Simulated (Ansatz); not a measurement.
**CH5B2F: rigid torsion scan from a Python script**

Aim: a rigid torsion scan, for CH5B2F, run from a script.

All numbers are computed with Ansatz 0.2.0 through its Python package. The levels of theory stand in the script.

**1. Starting point**

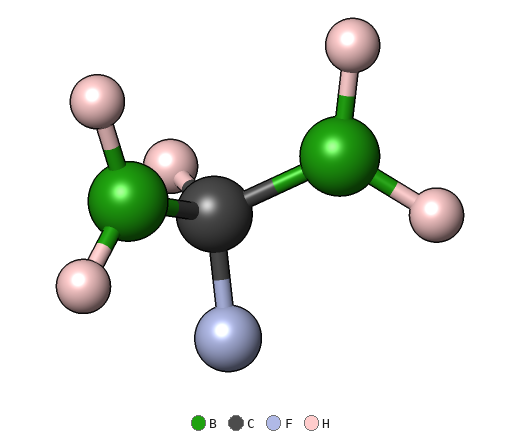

The starting structure, viewed from a chosen angle; boron green, carbon dark grey, fluorine light blue, hydrogen pink.

No structure file is read: the coordinates are typed or built in the script.

**2. The code**

ch5b2f_torsion.py reads:

```python
'''Energy of CH5B2F as one group turns about a bond.'''

from dataclasses import dataclass

import ansatz as az
from ase import Atoms


@dataclass
class Settings:
    basis_set: str = 'def2-SVP'
    xc: str = 'pbe0'
    fmax: float = 0.02
    level: str = 'mp2'


settings = Settings()


def main() -> None:
    atoms = Atoms(['B', 'C', 'B', 'F', 'H', 'H', 'H', 'H', 'H'], positions=[
        (-0.7142, 0.882, -0.5838),
        (-0.3819, -0.4701, 0.0601),
        (1.0912, -0.4243, 0.5613),
        (-0.4443, -1.4631, -0.8797),
        (-1.0947, 0.9738, -1.7455),
        (-0.7487, 1.9297, 0.0533),
        (-1.0274, -0.6667, 0.9212),
        (1.482, 0.3592, 1.4082),
        (1.9264, -1.1668, 0.1879),
    ])

    # start the scan from a relaxed geometry
    first = (
        az.Crystal.molecule_from_ase(atoms).calculation()
        .basis(gaussian=settings.basis_set)
        .functional(settings.xc)
        .relax(force_tolerance=settings.fmax, max_steps=80)
    )
    atoms.positions = first.run().report['positions_ang']

    start = atoms.get_dihedral(0, 1, 2, 7)
    energies = {}
    for turn in range(0, 360, 30):
        turned = atoms.copy()
        turned.set_dihedral(0, 1, 2, 7, start + turn, indices=[2, 7, 8])
        base = (
            az.Crystal.molecule_from_ase(turned).calculation()
            .basis(gaussian=settings.basis_set)
            .correlation(settings.level)
        )
        energies[round((start + turn) % 360)] = base.run().report['free_energy_ev']
    floor = min(energies.values())
    print('dihedral B0-C1-B2-H7 (deg)   E - E(min) (kcal/mol)')
    for angle, e in sorted(energies.items()):
        print(f'{angle:8d} {23.060548 * (e - floor):14.3f}  ' + '#' * int(30 * (e - floor) / max(max(energies.values()) - floor, 1e-9)))


if __name__ == '__main__':
    main()
```

**3. The calls as engine input**

The package turns the script's settings into the engine's input (first run):

```yaml
crystal:
  periodic: [false, false, false]
  atoms:
    - { symbol: B, position_ang: [-0.7142, 0.882, -0.5838] }
    - { symbol: C, position_ang: [-0.3819, -0.4701, 0.0601] }
    - { symbol: B, position_ang: [1.0912, -0.4243, 0.5613] }
    - { symbol: F, position_ang: [-0.4443, -1.4631, -0.8797] }
    - { symbol: H, position_ang: [-1.0947, 0.9738, -1.7455] }
    - { symbol: H, position_ang: [-0.7487, 1.9297, 0.0533] }
    - { symbol: H, position_ang: [-1.0274, -0.6667, 0.9212] }
    - { symbol: H, position_ang: [1.482, 0.3592, 1.4082] }
    - { symbol: H, position_ang: [1.9264, -1.1668, 0.1879] }
basis:
  gaussian:
    orbitals: def2-SVP
hamiltonian:
  xc: pbe0
relax:
  f_tol: 0.02
  max_steps: 80
```

**4. The run**

Started as:

```bash
$ python ch5b2f_torsion.py
```

Log:

```text
dihedral B0-C1-B2-H7 (deg)   E - E(min) (kcal/mol)
      26          2.964  ######
      56          0.000
      86          3.430  #######
     116         10.518  #######################
     146         13.605  #############################
     176          9.331  ####################
     206          2.939  ######
     236          0.043
     266          3.442  #######
     296         10.497  #######################
     326         13.646  ##############################
     356          9.422  ####################
```

It took 24 s on 1 thread of Arm Neoverse V2, shared host; peak memory 0.22 GiB.

**5. How the relaxation of run 0 went**

Relaxation path:

```csv
step,E - E(step 1) (eV),largest force component (eV/Å)
1,0.0000,1.5124
2,-0.1900,0.6637
3,-0.1964,0.5395
4,-0.2421,0.1774
5,-0.2497,0.0825
6,-0.2508,0.0250
7,-0.2508,0.0069
```

Step 1 is the start.

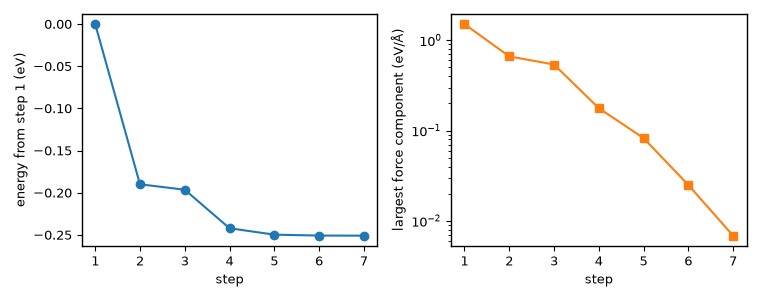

Energy and largest force along the relaxation.

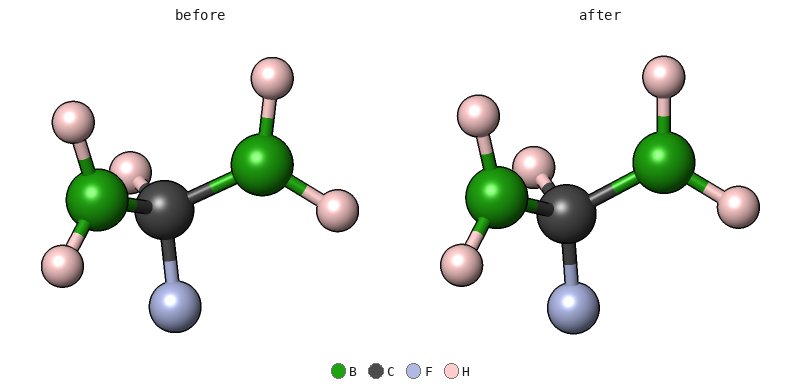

Before and after, at one scale.

Before: Bond lengths: B1–C2 1.534 Å, C2–B3 1.557 Å, C2–F4 1.369 Å, B1–H5 1.226 Å, B1–H6 1.227 Å, C2–H7 1.094 Å, B3–H8 1.218 Å, B3–H9 1.178 Å. Angles: B1–C2–B3 108.3°, B1–C2–F4 110.0°, B1–C2–H7 111.2°, B3–C2–F4 106.6°, B3–C2–H7 108.1°, F4–C2–H7 112.5°, C2–B1–H5 122.1°, C2–B1–H6 122.7°, H5–B1–H6 114.8°, C2–B3–H8 123.1°, C2–B3–H9 123.4°, H8–B3–H9 113.5°.

After: Bond lengths: B1–C2 1.551 Å, C2–B3 1.551 Å, C2–F4 1.378 Å, B1–H5 1.206 Å, B1–H6 1.206 Å, C2–H7 1.122 Å, B3–H8 1.206 Å, B3–H9 1.206 Å. Angles: B1–C2–B3 110.3°, B1–C2–F4 115.5°, B1–C2–H7 101.8°, B3–C2–F4 115.5°, B3–C2–H7 101.8°, F4–C2–H7 110.2°, C2–B1–H5 120.2°, C2–B1–H6 119.0°, H5–B1–H6 120.8°, C2–B3–H8 119.0°, C2–B3–H9 120.2°, H8–B3–H9 120.8°.

Run 0 is this relaxation; the runs after it count from 1.

**6. The runs side by side**

One row for each of the 12 runs:

```csv
run,turn (°),energy from run 1 (eV),iterations in all,CPU time (s)
1,0,0.0000,12,0.53
2,30,0.1488,12,0.53
3,60,0.4561,12,0.54
4,90,0.5900,12,0.53
5,120,0.4046,12,0.54
6,150,0.1274,12,0.54
7,180,0.0019,12,0.53
8,210,0.1492,12,0.54
9,240,0.4552,12,0.54
10,270,0.5918,12,0.54
11,300,0.4086,12,0.54
12,330,0.1285,12,0.54
```

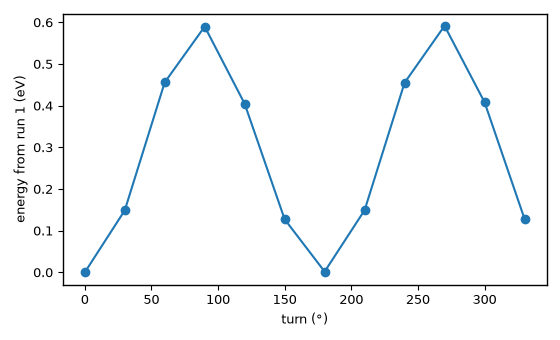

Energy against turn; lines join the points.

**7. What came out**

```
              quantity     value
         runs compared        12
       range of energy  0.592 eV
lowest point, turn (°)         0
```

The lowest point lies at a turn of 0°, the highest 0.592 eV (57.1 kJ/mol) above it at 270°. The grid can miss the true lowest and highest points, and the rest of the molecule is held rigid. Run 0: After 6 moves the largest shift is 0.152 Å, of atom 4 (F). The scan is rigid and the energies are electronic, in a modest basis. With rigid groups the curve can differ much from the relaxed path, the start wasn't checked as a minimum of this torsion, and equivalent turns needn't return to the same energy. The start is relaxed with a density functional and scanned with the wavefunction method, so it isn't exactly that method's minimum.
